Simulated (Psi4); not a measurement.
# AlNH4 (AlH2(NH2)): a first try and a second

Aim: energy and gradient of AlNH4 (AlH2(NH2)) at HF-D4/aug-cc-pV(D+d)Z (sfX2C, density fitting).

Program for the calculation: Psi4 1.11.

5 further runs of the same task are left out: 4 that didn't finish, 1 set aside as unsound or not needed.

### 1 Starting point

AlNH4: 6 atoms, total charge 0, spin state singlet. SMILES: `[H][Al]([H])[NH2]`. Geometry: a GFN2-xTB relaxation, a rough one for these elements and not checked as a minimum.

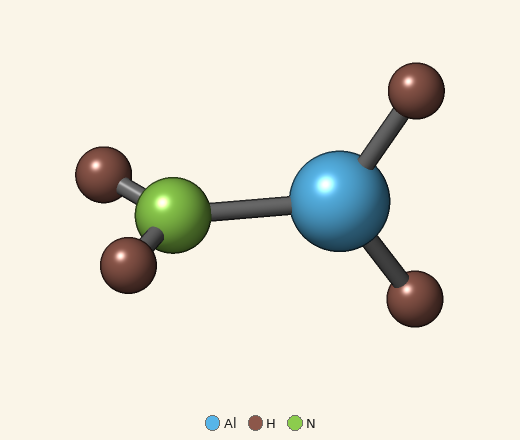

The structure, seen from a chosen angle (aluminium blue, hydrogen brown, nitrogen green).

### 2 First attempt

The input, calc.inp:

```
memory 1.6 GB

molecule {
  0 1
  Al
  H 1 r2
  H 1 r3 2 a3
  N 1 r4 2 a4 3 d4
  H 4 r5 1 a5 2 d5
  H 4 r6 5 a6 1 d6

  r2 = 1.540981
  r3 = 1.542062
  a3 = 116.57065
  r4 = 1.775423
  a4 = 121.6953
  d4 = -179.93193
  r5 = 1.01413
  a5 = 127.00947
  d5 = -93.23366
  r6 = 1.014276
  a6 = 106.31125
  d6 = 179.82272
  symmetry c1
  no_reorient
  no_com
}

set globals {
  basis aug-cc-pV(D+d)Z
  reference rhf
  docc [13]
  relativistic x2c
}

energy_value = gradient('hf-d4')
```

Launch:

```console
$ psi4 -i calc.inp -o calc.out -n 1
```

calc.out:

```text
Psi4 1.11 release

Relativistic analytic gradients are not implemented yet, re-routing to finite differences.

         ----------------------------------------------------------
                                   FINDIF
         ----------------------------------------------------------

  Using finite-differences of energies to determine gradients.
    Generating geometries for use with 3-point formula.
    Displacement size will be 5.00e-03.
    Number of atoms is 6.
    Number of symmetric SALCs is 12.
    Translations projected? 1. Rotations projected? 1.
    Number of geometries (including reference) is 25.
 25 displacements needed ...

  //>>>>>>>>>>>>>>>>>>>>>>>>>>>>>>>>>>>//
  //    FiniteDifference Computations  //
  //<<<<<<<<<<<<<<<<<<<<<<<<<<<<<<<<<<<//
```

Wall time 3.3 s (1 thread of Intel Xeon Platinum 8375C at 2.90GHz (Ice Lake), shared host); peak memory 0.15 GiB.

### 3 Reading the log

The program refused the input.

The telling line is `Fatal Error: Got 13 alpha electrons, expected 12.`. Cause: the orbital occupation or active space doesn't match the electron count or the lowest state. To mend it: docc at its default in place of (13).

### 4 Second attempt

The input, alh4n.dat:

```
memory 1600 mb

molecule molecule1 {
  0 1
  Al
  H 1 R2
  H 1 R3 2 A3
  N 1 R4 2 A4 3 D4
  H 4 R5 1 A5 2 D5
  H 4 R6 5 A6 1 D6

  R2 = 1.540981
  R3 = 1.542062
  A3 = 116.57065
  R4 = 1.775423
  A4 = 121.6953
  D4 = -179.93193
  R5 = 1.01413
  A5 = 127.00947
  D5 = -93.23366
  R6 = 1.014276
  A6 = 106.31125
  D6 = 179.82272
  no_reorient
  no_com
}

set {
  basis aug-cc-pV(D+d)Z
  reference rhf
  relativistic x2c
}

result, w = gradient('hf-d4', return_wfn=True)
```

Launch:

```console
$ psi4 -i alh4n.dat -o alh4n.out -n 1
```

alh4n.out:

```text
[...]
  Running in c1 symmetry.
[...]
  Nuclear repulsion =   52.497274482832459
[...]
  Multiplicity = 1
[...]
  Nalpha       = 12
  Nbeta        = 12
[...]
    Number of basis functions: 91
[...]
    WARNING: The X2C and Dirac Hamiltonians have substatially different eigenvalues!
             This is probably caused by the recontraction of the basis set.
[...]
   @DF-RHF iter   1:  -299.01319329440190   -7.55319e-01   5.88454e-03 ADIIS/DIIS
[...]
    WARNING: The X2C and Dirac Hamiltonians have substatially different eigenvalues!
             This is probably caused by the recontraction of the basis set.
[...]
    WARNING: The X2C and Dirac Hamiltonians have substatially different eigenvalues!
             This is probably caused by the recontraction of the basis set.
[...]
    WARNING: The X2C and Dirac Hamiltonians have substatially different eigenvalues!
             This is probably caused by the recontraction of the basis set.
[...]
    WARNING: The X2C and Dirac Hamiltonians have substatially different eigenvalues!
             This is probably caused by the recontraction of the basis set.
[...]
    WARNING: The X2C and Dirac Hamiltonians have substatially different eigenvalues!
             This is probably caused by the recontraction of the basis set.
[...]
   @DF-RHF iter  10:  -299.14497127341474   -7.84439e-12   4.47077e-09 DIIS
[...]
    Orbital Energies [Eh]
    ---------------------
    Doubly Occupied:
       1A    -58.605580     2A    -15.534159     3A     -4.901080
       4A     -3.201136     5A     -3.197473     6A     -3.196597
       7A     -1.102626     8A     -0.622979     9A     -0.602947
      10A     -0.490812    11A     -0.439677    12A     -0.374031
[...]
  @DF-RHF Final Energy:  -299.14497127341474
   => Energetics <=
    Nuclear Repulsion Energy =             52.4844208241123980
    One-Electron Energy =                -518.7030379226473542
    Two-Electron Energy =                 167.0824214550123656
    Total Energy =                       -299.1449712734147397
[...]
 Multipole Moments:
 ------------------------------------------------------------------------------------
     Multipole            Electronic (a.u.)      Nuclear  (a.u.)        Total (a.u.)
 ------------------------------------------------------------------------------------
 L = 1.  Multiply by 2.5417464519 to convert [e a0] to [Debye]
 Dipole X            :          0.0054618           -0.0059401           -0.0004783
 Dipole Y            :          0.6156194           -1.0099708           -0.3943514
 Dipole Z            :          0.3821898           -0.6269218           -0.2447320
 Magnitude           :                                                    0.4641196
[...]
```

It took 30 s on 1 thread of Intel Xeon Platinum 8375C at 2.90GHz (Ice Lake), shared host; peak memory 0.29 GiB.

### 5 Outcome

At HF-D4/aug-cc-pV(D+d)Z (sfX2C, density fitting):

```
                quantity          value
            total energy  -299.14503 Eh
           dipole moment         1.18 D
       dispersion energy  -23.04 kJ/mol
largest force on an atom     1.409 eV/Å
```

The largest force is 1.41 eV/Å: the shape isn't a stationary point for this species at this level.
